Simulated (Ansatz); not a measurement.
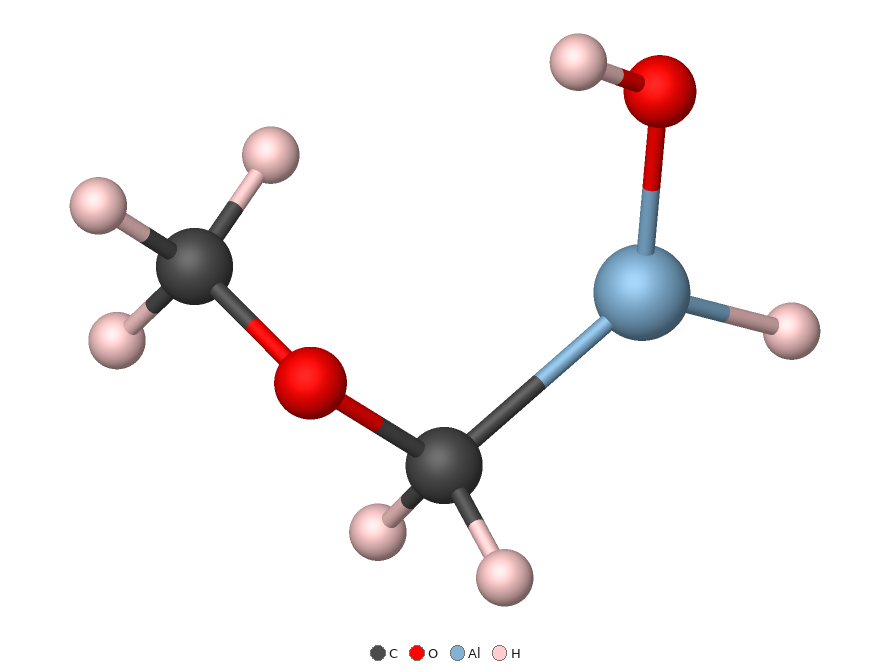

Harmonic vibrations computed with RKS PBE0-D4/def2-TZVP (Ansatz 0.2.0) at a stationary point of the same level.

Is this a minimum or a saddle point?

Answer. A minimum: no imaginary frequency, and the lowest mode lies at 72 cm⁻¹.

List the wavenumbers.

Answer. 30 modes: 72, 93, 112, 229, 314, 369, 425, 474, 548, 619, 685, 712, 861, 954, 1146, 1177, 1212, 1251, 1294, 1440, 1471, 1478, 1498, 1939, 2950, 2975, 3014, 3051, 3130, 3944 cm⁻¹.
